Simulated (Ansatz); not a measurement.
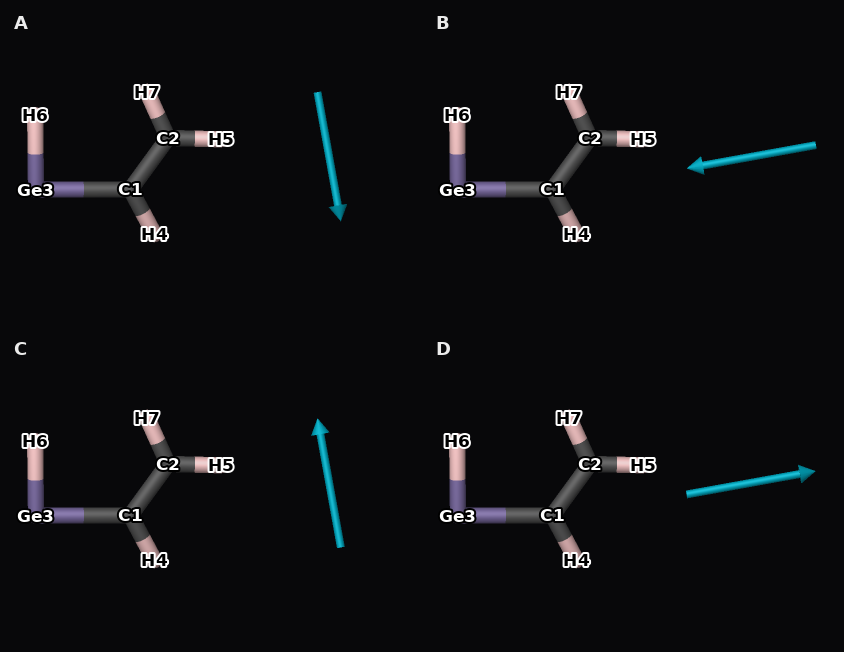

The same molecule four times, each with an arrow. Computed geometry: PBE-D4/def2-SVP optimisation. No frequency run is at hand to confirm it as a minimum. Level of theory: RKS PBE-D4/def2-SVP (Ansatz 0.2.0).

Which arrow points along the dipole moment, from the negative to the positive end?

D. The dipole moment is 1.33 D; it points from the side of Ge3 to the side of H5 (the outermost atoms at the two ends).
